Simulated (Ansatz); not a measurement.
# ClFH5NSi2: what the fields show

```yaml
atoms:
  - { symbol: F, position_ang: [-1.2643, 0.1218, 2.2070] }
  - { symbol: Si, position_ang: [0.1481, 0.1452, 1.4749] }
  - { symbol: Cl, position_ang: [1.2613, 1.5411, 2.4634] }
  - { symbol: N, position_ang: [0.0302, 0.5816, -0.1586] }
  - { symbol: Si, position_ang: [-0.1704, -0.4686, -1.5266] }
  - { symbol: H, position_ang: [0.7323, -1.1965, 1.6182] }
  - { symbol: H, position_ang: [0.0199, 1.5751, -0.3476] }
  - { symbol: H, position_ang: [-1.4796, -0.2517, -2.1951] }
  - { symbol: H, position_ang: [0.9046, -0.2436, -2.5271] }
  - { symbol: H, position_ang: [-0.0992, -1.8557, -1.0056] }
```

Geometry: PBE0-D4/def2-TZVP.

All numbers below come from RKS PBE0-D4/def2-TZVPP in Ansatz 0.2.0.

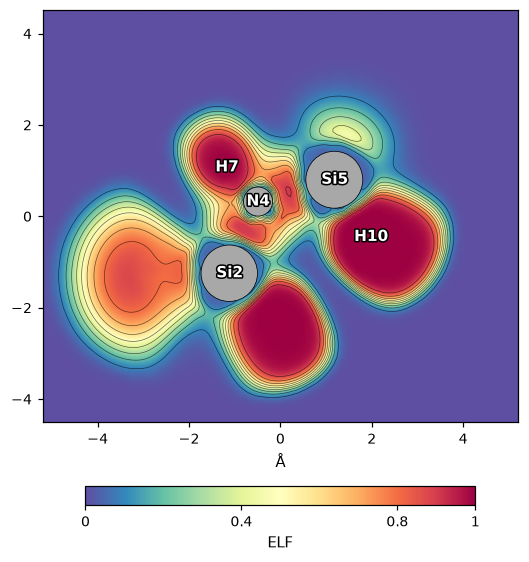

Figure 1. Electron localisation function on the plane of atoms N4, Si5 and H10. Grey discs cover the atomic cores.

### What do the fields say about this system?

The section cuts through Si, N and H sites.
Si–N (1.69 Å): the ELF peaks at about 0.90 between the atoms; a shared but strongly polarised pair.
N–H (1.01 Å): the ELF climbs to about 1 towards the hydrogen, as it does in any bond to H: an ordinary covalent bond to hydrogen.
Si–N (1.74 Å): the ELF peaks at about 0.90 between the atoms (a shared but strongly polarised pair).
Si–H (1.48 Å): the ELF climbs to about 1 towards the hydrogen.
The ELF also peaks beside Cl3, away from the bonds: lone-pair regions.

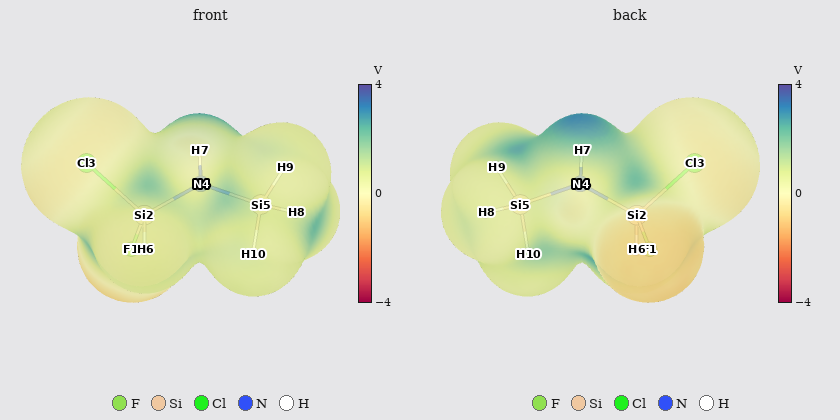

Figure 2. The molecular electrostatic potential painted on the density surface at 0.004 e/bohr³, seen from the front and from behind; the colour scale runs from red (negative) to blue (positive).

### Which sites attract a positive test charge, and which a negative one?

A positive charge is drawn to the negative regions and a negative charge to the positive ones. The most negative region (about −0.9 V, or −21 kcal/mol for a unit charge) lies over F1, the most positive (about +3.1 V, or +71 kcal/mol for a unit charge) over H7. Cl3 shows a σ-hole: about +0.5 V, or +12 kcal/mol for a unit charge at the tip opposite its bond, against about −0.2 V on its flanks.

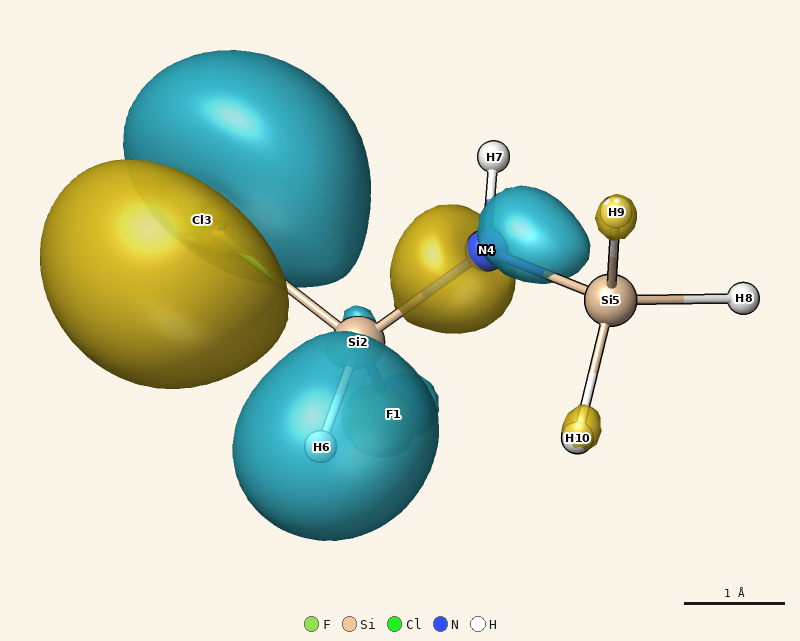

Figure 3. The HOMO−1 at ±0.08 Å⁻³ᐟ² (yellow and cyan are the two phases), seen at a tilt.

### What is the character of this orbital?

It lies mainly on Cl3 (about 75 %), Si2 (about 10 %) and H6 (about 10 %); largely a lone pair of Cl3. Its energy is −9.46 eV.
